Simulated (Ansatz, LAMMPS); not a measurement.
**Liquid (Cs,Na)I at 1200 K (70 atoms): a single point**

Wanted: forces, charges and levels of liquid (Cs,Na)I at 1200 K (70 atoms).

Method: Kohn-Sham DFT, PBE, PAW (set soft_2, large core), plane waves, in Ansatz 0.2.0.

## Step 1: Set-up

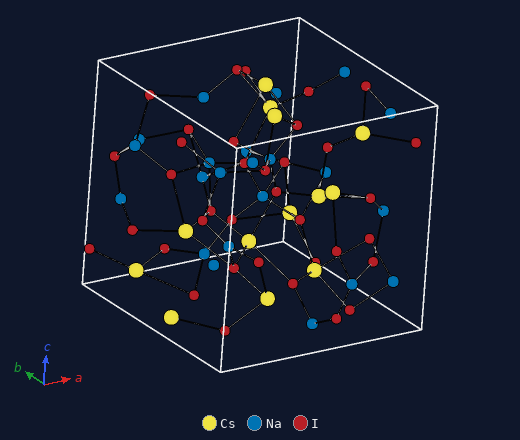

The cell as given, slightly off an axis (caesium yellow, sodium blue, iodine red). Bonds to atoms that aren't drawn are left out. Some periodic images of atoms are drawn too.

The cell holds 70 atoms: 13 Cs, 22 Na and 35 I. Its edges and angles: a = 16.236 Å, b = 16.236 Å, c = 16.236 Å, α = 90.0°, β = 90.0°, γ = 90.0°. 70 atoms (13 Cs, 22 Na, 35 I) placed at random at 2.98 g/cm³, melted at 1600 K for 10 ps at fixed volume with the Lennard-Jones and Coulomb ion parameters for SPC/E (Joung and Cheatham, J. Phys. Chem. B 112, 9020 (2008)), full charges. Snapshot at the end of a hold of 15 ps at 1200 K and zero pressure.

What the set-up can't give: The starting topology of bonds comes from the classical model, and needn't be the one that DFT or experiment would give. The ion parameters were fitted for water, not for melts, so the density of this cell may lie well off the real melt's. Only the Γ point is sampled, in a cell whose shortest periodic width is 16 Å. No spin–orbit coupling is included, so levels derived from the heavy atoms are approximate.

## Step 2: How the cell was made

A classical potential supplies the starting structure, since it reaches far longer times than DFT.

This step: classical MD, Lennard-Jones and Coulomb ion parameters for SPC/E (Joung and Cheatham, J. Phys. Chem. B 112, 9020 (2008)), full charges (LAMMPS 22 Jul 2025 - Update 4).

File in.lmp:

```
# melt-quench of Cs13Na22I35
units metal
atom_style charge
boundary p p p
region box block 0 15.4975 0 15.4975 0 15.4975
create_box 3 box
mass 1 132.9055   # Cs
mass 2 22.9898   # Na
mass 3 126.9045   # I
create_atoms 1 random 13 26145 NULL overlap 2.2 maxtry 2000
create_atoms 2 random 22 26152 NULL overlap 2.2 maxtry 2000
create_atoms 3 random 35 26159 NULL overlap 2.2 maxtry 2000
pair_style lj/cut/coul/long 9.0
pair_modify mix arithmetic tail yes
pair_coeff 1 1 0.003897 3.6010   # Cs
pair_coeff 2 2 0.015292 2.1595   # Na
pair_coeff 3 3 0.001855 5.2011   # I
set type 1 charge 1
set type 2 charge 1
set type 3 charge -1
kspace_style pppm 1.0e-4
neigh_modify delay 0 every 1 check yes
thermo_style custom step time temp pe press density
thermo_modify norm yes
timestep 0.002
thermo 100
min_style cg
minimize 1e-4 1e-4 200 2000
reset_timestep 0
velocity all create 1600 26146 mom yes dist gaussian
fix lim all nve/limit 0.05
fix lan all langevin 1600 1600 0.2 26147 zero yes
thermo 500
run 1000 post no
# [... 34 lines left out ...]
compute msd all msd com yes
thermo 1875
fix md all npt temp 1200 1200 0.2 iso 0 0 2
run 7500 post no
print "== T1200: mean square displacement over the hold $(c_msd[4]:%.2f) A^2"
unfix md
uncompute msd
write_dump all custom T1200.dump id type xs ys zs modify sort id
```

Run with:

```sh
lmp -in in.lmp -log none -nocite
```

Numbers of over 12 decimals in the logs are rounded to 6 here.

Output:

```text
LAMMPS (22 Jul 2025 - Update 4)
Created orthogonal box = (0 0 0) to (15.4975 15.4975 15.4975)
Created 13 atoms
Created 22 atoms
Created 35 atoms
PPPM initialization ...
  G vector (1/distance) = 0.30385659
  grid = 10 10 10
  estimated relative force accuracy = 7.2839618e-05
   Step          Time           Temp          PotEng         Press         Density
         0   0              0              12.949758      1606232.7      2.9780275
       100   0.2            0             -3.3362289     -2310.8626      2.9780275
       124   0.248          0             -3.3559514     -4370.2704      2.9780275
Loop time of 0.117024 s on 1 MPI rank(s) for 124 steps with 70 atoms
Minimization stats:
  Stopping criterion = energy tolerance
  Energy initial, next-to-last, final =
      12.9497578689322  -3.35562147941451  -3.35595139621554
  Force two-norm initial, final = 1905.95 0.34380427
  Iterations, force evaluations = 124 155
   Step          Time           Temp          PotEng         Press         Density
         0   0              1600          -3.3559514     -275.13865      2.9780275
       500   1              1211.1885     -3.1759559      7656.5164      2.9780275
      1000   2              1589.5313     -3.1685093      8084.7706      2.9780275
Loop time of 0.558569 s on 1 MPI rank(s) for 1000 steps with 70 atoms
[... 10 lines left out ...]
   Step          Time           Temp          PotEng         Press         Density
[... 5 lines left out ...]
Loop time of 1.05987 s on 1 MPI rank(s) for 2500 steps with 70 atoms
   Step          Time           Temp          PotEng         Press         Density
[... 6 lines left out ...]
Loop time of 6.02141 s on 1 MPI rank(s) for 7500 steps with 70 atoms
== T1500: mean square displacement over the hold 109.03 A^2
   Step          Time           Temp          PotEng         Press         Density
[... 5 lines left out ...]
Loop time of 1.61924 s on 1 MPI rank(s) for 2500 steps with 70 atoms
   Step          Time           Temp          PotEng         Press         Density
[... 6 lines left out ...]
Loop time of 4.89176 s on 1 MPI rank(s) for 7500 steps with 70 atoms
== T1400: mean square displacement over the hold 85.59 A^2
   Step          Time           Temp          PotEng         Press         Density
[... 5 lines left out ...]
Loop time of 1.62686 s on 1 MPI rank(s) for 2500 steps with 70 atoms
   Step          Time           Temp          PotEng         Press         Density
[... 2 lines left out ...]
     31875   63.75          1220.0882     -3.1556117      3260.7688      2.6407805
     33750   67.5           1200.4598     -3.1438675      2483.6169      2.5582801
     35625   71.25          1020.5546     -3.1807893     -1705.4047      2.5146856
     36000   72             1186.3975     -3.1663662     -2923.2162      2.5899702
Loop time of 3.16879 s on 1 MPI rank(s) for 7500 steps with 70 atoms
== T1200: mean square displacement over the hold 47.50 A^2
```

Wall time 22 s (1 thread of Intel Xeon at 2.80GHz (Skylake/Cascade Lake), shared host); peak memory 0.34 GiB.

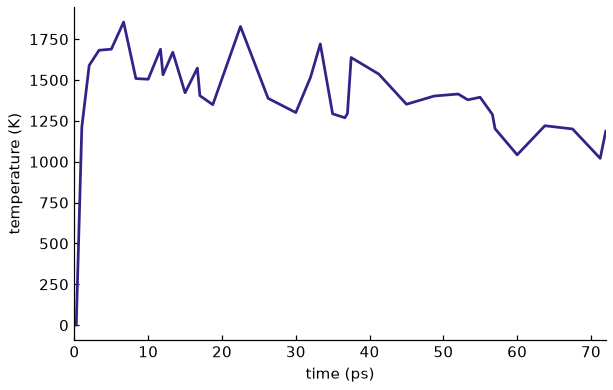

Temperature against time.

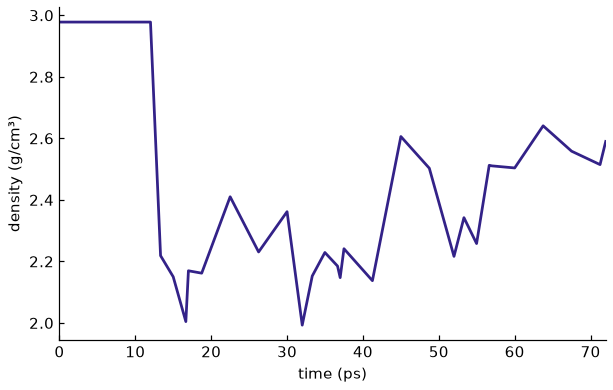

Density, plotted against time.

## Step 3: Plane-wave single point

The electrons are solved once, with the atoms held.

File input.yaml:

```yaml
crystal:
  lattice:
    - [16.23577, 0.0, 0.0]
    - [0.0, 16.23577, 0.0]
    - [0.0, 0.0, 16.23577]
  atoms:
    - { symbol: Cs, position: [0.86734, 0.78753, 0.23754] }
    - { symbol: Cs, position: [0.29423, 0.11448, 0.2283] }
    - { symbol: Cs, position: [0.68421, 0.72385, 0.76749] }
    - { symbol: Cs, position: [0.03266, 0.41283, 0.07651] }
    - { symbol: Cs, position: [0.41916, 0.44318, 0.33106] }
    - { symbol: Cs, position: [0.16675, 0.86296, 0.08412] }
    - { symbol: Cs, position: [0.85492, 0.3068, 0.78458] }
    - { symbol: Cs, position: [0.53981, 0.05235, 0.67985] }
    - { symbol: Cs, position: [0.33565, 0.21335, 0.99701] }
    - { symbol: Cs, position: [0.6889, 0.35123, 0.51774] }
    - { symbol: Cs, position: [0.18036, 0.55793, 0.37613] }
    - { symbol: Cs, position: [0.48582, 0.49727, 0.9966] }
    - { symbol: Cs, position: [0.77314, 0.46043, 0.1273] }
    - { symbol: Na, position: [0.35619, 0.74201, 0.86834] }
    - { symbol: Na, position: [0.37765, 0.70072, 0.58826] }
    - { symbol: Na, position: [0.76623, 0.98021, 0.4552] }
    - { symbol: Na, position: [0.2318, 0.99647, 0.60373] }
    - { symbol: Na, position: [0.90522, 0.61109, 0.48004] }
    - { symbol: Na, position: [0.1325, 0.06373, 0.88612] }
    - { symbol: Na, position: [0.41693, 0.33429, 0.74042] }
    - { symbol: Na, position: [0.9683, 0.17623, 0.15198] }
    - { symbol: Na, position: [0.14119, 0.29558, 0.74867] }
    - { symbol: Na, position: [0.18118, 0.25472, 0.42782] }
    - { symbol: Na, position: [0.05413, 0.7791, 0.69554] }
    - { symbol: Na, position: [0.07734, 0.88212, 0.41258] }
    - { symbol: Na, position: [0.66179, 0.70254, 0.38421] }
    - { symbol: Na, position: [0.98264, 0.63612, 0.9037] }
    - { symbol: Na, position: [0.4364, 0.76939, 0.14283] }
    - { symbol: Na, position: [0.45724, 0.85059, 0.45042] }
    - { symbol: Na, position: [0.81806, 0.07259, 0.97212] }
    - { symbol: Na, position: [0.59545, 0.91511, 0.0051] }
    - { symbol: Na, position: [0.61725, 0.23396, 0.00745] }
    - { symbol: Na, position: [0.63713, 0.00735, 0.26977] }
    - { symbol: Na, position: [0.90525, 0.19329, 0.47324] }
    - { symbol: Na, position: [0.90507, 0.9937, 0.68294] }
    - { symbol: I, position: [0.37254, 0.53403, 0.7484] }
    - { symbol: I, position: [0.06332, 0.92765, 0.58863] }
    - { symbol: I, position: [0.52766, 0.31518, 0.87889] }
    - { symbol: I, position: [0.21142, 0.07989, 0.42] }
    - { symbol: I, position: [0.39393, 0.68615, 0.37529] }
    - { symbol: I, position: [0.52412, 0.75469, 0.95396] }
    - { symbol: I, position: [0.55926, 0.7047, 0.54978] }
    - { symbol: I, position: [0.28823, 0.18567, 0.77317] }
    - { symbol: I, position: [0.89991, 0.63111, 0.07013] }
    - { symbol: I, position: [0.57178, 0.32678, 0.15876] }
    - { symbol: I, position: [0.26504, 0.32096, 0.28833] }
    - { symbol: I, position: [0.38917, 0.87525, 0.66591] }
    - { symbol: I, position: [0.02212, 0.71134, 0.35114] }
    - { symbol: I, position: [0.30641, 0.64109, 0.03375] }
    - { symbol: I, position: [0.79944, 0.0937, 0.30453] }
    - { symbol: I, position: [0.84564, 0.29472, 0.00124] }
    - { symbol: I, position: [0.05889, 0.2807, 0.55609] }
    - { symbol: I, position: [0.00558, 0.97515, 0.16671] }
    - { symbol: I, position: [0.14616, 0.1903, 0.08333] }
    - { symbol: I, position: [0.54551, 0.00449, 0.4345] }
    - { symbol: I, position: [0.81738, 0.78133, 0.47521] }
    - { symbol: I, position: [0.61015, 0.05998, 0.1002] }
    - { symbol: I, position: [0.75808, 0.08751, 0.59928] }
    - { symbol: I, position: [0.76048, 0.56674, 0.3131] }
    - { symbol: I, position: [0.94785, 0.33358, 0.28512] }
    - { symbol: I, position: [0.48376, 0.36594, 0.57063] }
    - { symbol: I, position: [0.71697, 0.95865, 0.83211] }
    - { symbol: I, position: [0.36822, 0.95317, 0.10736] }
    - { symbol: I, position: [0.59921, 0.81731, 0.24634] }
    - { symbol: I, position: [0.98155, 0.10583, 0.79679] }
    - { symbol: I, position: [0.89962, 0.76253, 0.78266] }
    - { symbol: I, position: [0.1739, 0.67697, 0.58419] }
    - { symbol: I, position: [0.16644, 0.85613, 0.87045] }
    - { symbol: I, position: [0.80818, 0.47802, 0.6626] }
    - { symbol: I, position: [0.0207, 0.41321, 0.86117] }
kpoints:
  mp_grid: { grid: [1, 1, 1] }
hamiltonian:
  xc: pbe
  pseudopotentials: { kind: paw, core: large }
scf:
  occupations: { method: fixed }
output:
  forces: true
  stress: true
  populations: true
  dos:
    method: { smearing: { sigma: 0.15 } }
    de: 0.1
    projected: { site_lists: { Cs: [Cs], I: [I], Na: [Na] } }
  eigenvalues: true
  write_density: true
  write_potential: true
  volumetric_format: npy
```

Run with:

```sh
ansatz run input.yaml --threads 8 --pin off --max-ram 15872MiB --backend cpu --events-out ev --progress --plain --runs-dir out
```

Output:

```text
Engine: ansatz 0.2.0, x86_64-unknown-linux-gnu
Pseudopotentials: kind: paw
Pseudopotential: Cs, paw, valence charge 9, recommended cutoff 420 eV (normal), Cs.paw.azcp
Pseudopotential: Na, paw, valence charge 9, recommended cutoff 420 eV (normal), Na.paw.azcp
Pseudopotential: I, paw, valence charge 7, recommended cutoff 420 eV (normal), I.paw.azcp#standard-large-core
[... 5 lines on functional and potentials left out ...]
Crystal: 70 atoms, lattice volume = 4279.753 Å³
Basis set: ecut = 420 eV, 83647 PW (Γ), exchange–correlation on 240×240×240 points (8 copies of the dense FFT grid, shifted against one another)
Bands: 350, of which v1, the nominal top of the filled ones, is band 280 counted from 1 (279 counted from 0)
Symmetry: 1 space group operations
Space group: P1 (ITA 1), of the structure as read, at distance tolerance 1.6e-4 Å
k-points: 1
[... 7 lines on functional and potentials left out ...]
Initial density: superposition of atomic densities (chi_scale 0.1, normalization cell, long waves kept (reshape's long-wave potential 0.34 eV rms))
Initial wavefunctions: pseudopotential atomic-orbital guess
Functional: x = pbe(κ = 0.804, μ = 0.219515), c = pbe(β = 0.066725)
SCF iter   1: F=—  HF=-287388.453496 eV  |F-HF|=—  |Δ(HF+E_count)|=         —  Δρ=2.47e-2  dr2=3.71e1  ethr=3.10e-3  ⟨swp⟩=6.0  Hψ=1106  notcnv=0  defer=67
preconditioner: auto → Resta (q_TF=auto, 1.944 Å⁻¹)  ε∞=3.6  [insulator: Δε(μ)=1.343 eV  Ē_g=5.075 eV  n_scr=514 (ndim 8)  ℏωp=8.2 eV  f_vac=0.120  ε∞_Penn≈3.6]
SCF iter   2: F=—  HF=-287375.532073 eV  |F-HF|=—  |Δ(HF+E_count)|=    1.29e1  Δρ=9.29e-3  dr2=8.70e0  ethr=3.10e-3  ⟨swp⟩=4.0  Hψ=962  notcnv=0  defer=67
SCF iter   3: F=—  HF=-287372.655152 eV  |F-HF|=—  |Δ(HF+E_count)|=    2.88e0  Δρ=2.51e-3  dr2=8.99e-1  ethr=1.55e-3  ⟨swp⟩=4.0  Hψ=482  notcnv=0  defer=68
SCF iter   4: F=—  HF=-287372.733583 eV  |F-HF|=—  |Δ(HF+E_count)|=   7.84e-2  Δρ=8.07e-4  dr2=7.32e-2  ethr=1.61e-4  ⟨swp⟩=4.0  Hψ=603  notcnv=0  defer=68
SCF iter   5: F=—  HF=-287372.817614 eV  |F-HF|=—  |Δ(HF+E_count)|=   8.40e-2  Δρ=2.62e-4  dr2=6.46e-3  ethr=1.31e-5  ⟨swp⟩=4.0  Hψ=556  notcnv=0  defer=68
SCF iter   6: F=—  HF=-287372.828664 eV  |F-HF|=—  |Δ(HF+E_count)|=   1.10e-2  Δρ=1.33e-4  dr2=7.33e-4  ethr=1.15e-6  ⟨swp⟩=4.0  Hψ=557  notcnv=0  defer=68
SCF iter   7: F=—  HF=-287372.829483 eV  |F-HF|=—  |Δ(HF+E_count)|=   8.20e-4  Δρ=3.73e-5  dr2=9.88e-5  ethr=1.31e-7  ⟨swp⟩=2.0  Hψ=554  notcnv=0  defer=68
SCF iter   8: F=—  HF=-287372.829999 eV  |F-HF|=—  |Δ(HF+E_count)|=   5.16e-4  Δρ=1.05e-5  dr2=8.06e-6  ethr=1.76e-8  ⟨swp⟩=2.0  Hψ=617  notcnv=0  defer=68
SCF iter   9: F=—  HF=-287372.830009 eV  |F-HF|=—  |Δ(HF+E_count)|=   9.93e-6  Δρ=3.00e-6  dr2=7.59e-7  ethr=1.44e-9  ⟨swp⟩=2.0  Hψ=548  notcnv=0  defer=68
SCF iter  10: F=-287372.830010 eV  HF=-287372.830010 eV  |F-HF|=5.26e-8  |Δ(HF+E_count)|=   1.02e-6  Δρ=6.31e-7  dr2=4.30e-8  ethr=1.79e-11  ⟨swp⟩=31.0  Hψ=4276  notcnv=0
SCF 1 converged in 10 iterations: F = -287372.830010 eV  dr2 = 4.30e-8
  greatest PAW one-centre occupation: 0.999 electrons in one spin orbital (limit 2), on the Na atom at site 22 (counted from 0), in its partial waves of l = 0
WARN: The input density's exchange-correlation potential varies sharply where the density is thin. Do not read a vacuum level from v_tot or v_xc, or from such a field of the output density. On a cell that repeats whose density bears no net charge and no dipole along the vacuum's axis use v_es (v_loc + v_h of the components); [...]
SCF converged after 10 iterations
Free energy (F): -287372.830010 eV
Harris-Foulkes:  -287372.830010 eV  (|F-HF|=5.26e-8)
Internal energy: -287372.830010 eV  (E = F + TS)
E sigma→0 (E₀):  -287372.830010 eV
Fermi energy:    0.538341 eV
--- Per-component energies (eV) ---
  E_band       = -7465.228198
  E_kinetic    = 7672.243507
  E_local      = -52178.009686  (includes V_loc(G=0)·N_el)
  E_nonlocal   = 5848.786341
  E_hartree    = 19351.935986
  E_xc         = -18184.607083
  E_vxc        = -6498.660040  (∫ρ·V_xc dr)
  E_paw        = -229500.556880  (= ΣΔE_a)
  E_vpaw       = -1013.463382  (= ΣTr[D̂ρ^β])
  E_aug_tail   = 0.000751  (compensation charges beyond the density's cutoff)
  E_ewald      = -20382.622946
  E_smearing   = -0.000000  (= −TS)
  E_closure    = 0.000000  (closes the sum)
  Σ components = -287372.830010   (vs F -287372.830010, Δ=0.00e0)
--- Forces (eV/Å), atoms counted from 1 ---
  atom   1  Cs    -0.62885607     0.22246029    -0.35864956
  atom   2  Cs     0.28456987    -0.16649814     0.13594230
  atom   3  Cs    -0.26068168    -0.09891983    -0.24145466
  atom   4  Cs     0.17172381     0.08106510     0.35919264
  atom   5  Cs     1.06079898     0.53461941     0.34125463
  atom   6  Cs     0.16673503    -0.49306086     0.16730729
  atom   7  Cs    -0.23407868    -0.31122490    -0.36936081
  atom   8  Cs     0.03127413    -0.07323941    -0.08427784
  atom   9  Cs     0.65027723     0.06019931    -0.17726718
  atom  10  Cs     0.22801151     0.10267072    -0.15543068
  atom  11  Cs     0.09686149     0.10123080     0.18483460
  atom  12  Cs    -0.13664373     0.36151996    -0.08411965
  atom  13  Cs    -0.23512637    -0.18714685     0.18384341
  atom  14  Na    -0.24420179    -0.15444791    -0.05819943
[...]
atom  69  I     -0.02041795     0.33062248    -0.34523121
  atom  70  I      0.66495942     0.32651734    -0.28722005
  max |Σ_I F_I| component: 1.84e-5 eV/Å
--- Stress (GPa, compression-positive) ---
        0.223247       0.013150      -0.027059
        0.013150      -0.275079       0.124198
       -0.027059       0.124198      -0.006083
  P = ⅓ Tr σ = -0.0193 GPa (-0.193 kbar)
--- Band table (eV) ---
  k-point 0: bands = ["-52.7865", "-52.3015", "-52.1626", "-51.9856", [... 334 levels ...], "5.3907", "5.4165", "5.4280", "5.4447", "5.4550", "5.4600", "5.4914", "5.5177", "5.5537", "5.5778", "5.5963", "5.6297"]
--- Löwdin populations: 70 sites ---
  site symbol       q [e]
     0     Cs      8.2512
     1     Cs      8.2143
     2     Cs      8.2126
[...]
69      I      7.6694
  spilling = 0.003419 (of n_electrons = 560.000000)
```

The job ended after 20 s (8 threads of Intel Xeon Platinum 8488C (Sapphire Rapids), shared host; peak memory 4.8 GiB; 2.4 min of CPU time).

The program notes that potentials were chosen by core size and the exchange-correlation potential is rough where the density is thin.

Read from the output:

| Property | Result |
| --- | --- |
| free energy | -287372.8300 eV |
| free energy per atom | -4105.3261 eV/atom |
| SCF cycles | 10 |
| pressure | -0.01931 GPa |
| r.m.s. force component | 0.2751 eV/Å |
| longest force | 1.236 eV/Å |
| Fermi energy | 0.5383 eV |
| gap (highest filled to lowest empty level) | 1.974 eV |
| spilling of the projection | 0.003419 |

Length of the force by element:

```csv
element,coordination,atoms,mean length of the force (eV/Å),spread,least,most
Cs,all,13,0.483,0.275,0.116,1.24
I,all,35,0.464,0.201,0.0712,0.979
Na,all,22,0.341,0.130,0.0675,0.633
```

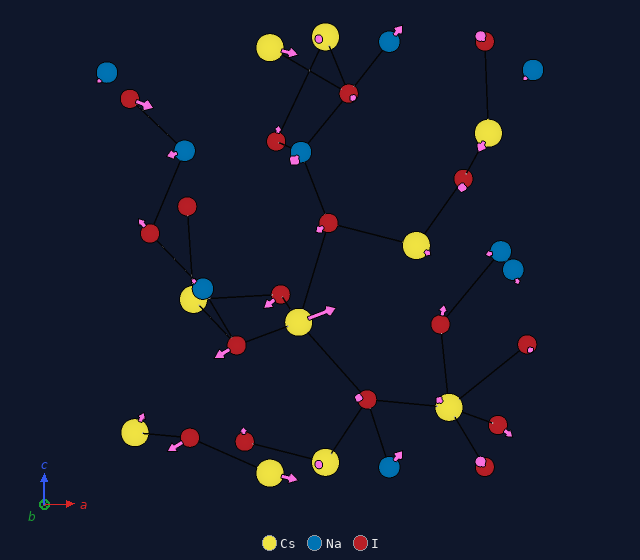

Forces as arrows; the longest in the cell is 1.24 eV/Å. Drawn is a slice 8 Å thick, seen along the normal of the ac plane. Bonds to atoms that aren't drawn are left out.

Löwdin charges by element (they lack the spilled electrons, 0.027 e an atom on average):

```csv
element,coordination,atoms,mean charge (e),spread,least,most
Cs,all,13,0.784,0.0167,0.749,0.812
I,all,35,-0.660,0.0254,-0.719,-0.604
Na,all,22,0.674,0.0232,0.638,0.719
```

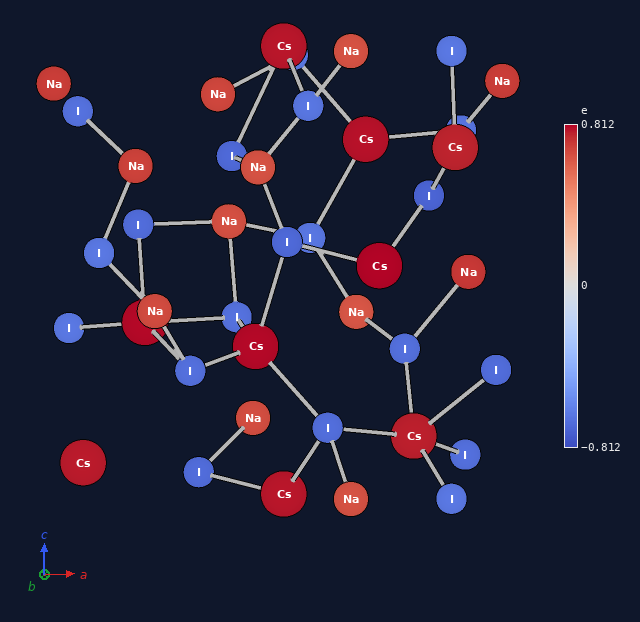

Atoms coloured by Löwdin charge. Drawn is a slice 9 Å thick, seen along the normal of the ac plane. Bonds to atoms that aren't drawn are left out.

Density of states as counts of states in windows of 1 eV (from the Fermi level), total and the larger projections:

```csv
from (eV),to (eV),total,I p,Cs p,Na s
-10,-9,3.9,0.0,3.6,0.0
-9,-8,52.5,0.6,51.3,0.0
-8,-7,21.9,0.4,21.2,0.0
-7,-3,0.0,0.0,0.0,0.0
-3,-2,45.5,41.4,0.2,2.9
-2,-1,116.5,111.3,0.6,2.1
-1,0,46.5,45.2,0.2,0.3
0,1,1.5,1.4,0.0,0.0
1,2,1.0,0.0,0.0,0.6
2,3,8.5,0.8,0.0,4.6
3,4,41.1,2.6,0.1,13.5
```

With fixed occupations the program's Fermi level is the highest filled level; weight inside the gap is the broadening of levels at its edges.

Between -26 and -10 eV lie 228 more states.

About 45 of the 560 electrons lie in deeper levels, below the stored range.

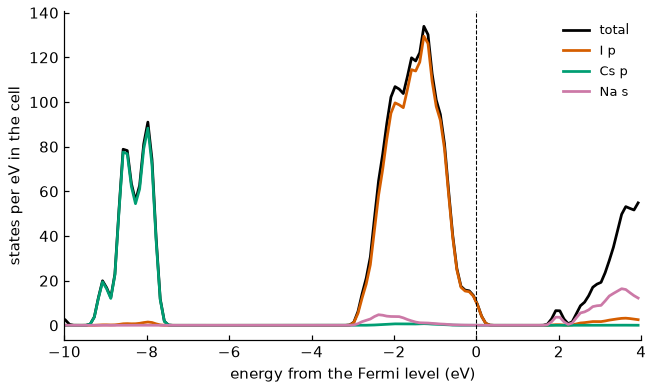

Total and projected density of states, with the broadening of the input.

(Continued in part 2 of 2.)

[Logs are printed without paths, hosts, clocks, repeated set-up lines and the standing remarks that a program may print on its own settings, such as how far it seeks lower states.]

[Hosts, paths, dates, database ids (printed as entryN), source tags and the programs' standing remarks are cut or masked in the printed files.]
